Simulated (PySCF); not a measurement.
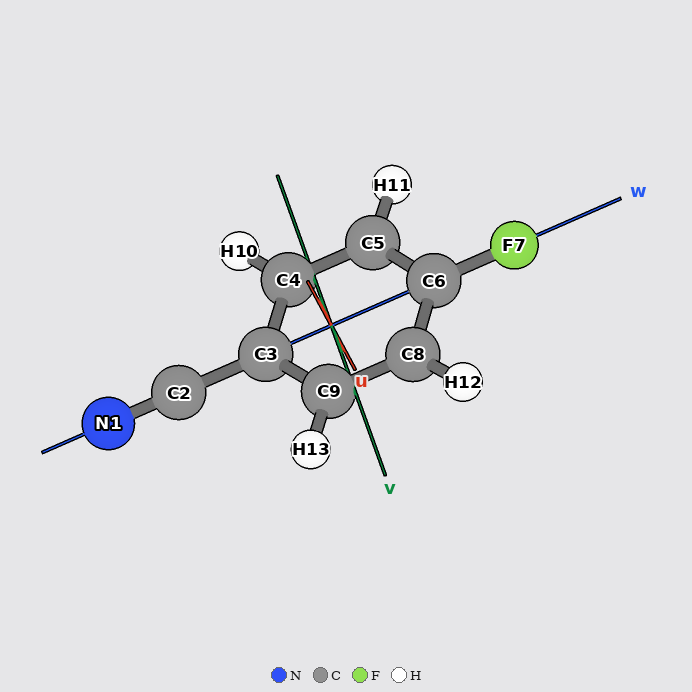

The lines u, v and w are the principal axes of the static dipole polarisability. The geometry was computed by an optimisation with PBE0-D3(BJ)/def2-SVP. No frequency run is at hand to confirm it as a minimum. Level of theory: PBE0/def2-SVPD (PySCF 2.14.0).

**Along which axis is the molecule most polarisable, and along which least?**

Most along w (in the molecular plane, nearly parallel to the C6–F7 bond), least along u (normal to the molecular plane).

**Give the three principal values.**

u 48.0, v 84.1, w 123.1 bohr³; mean 85.1, anisotropy 65.0 bohr³.
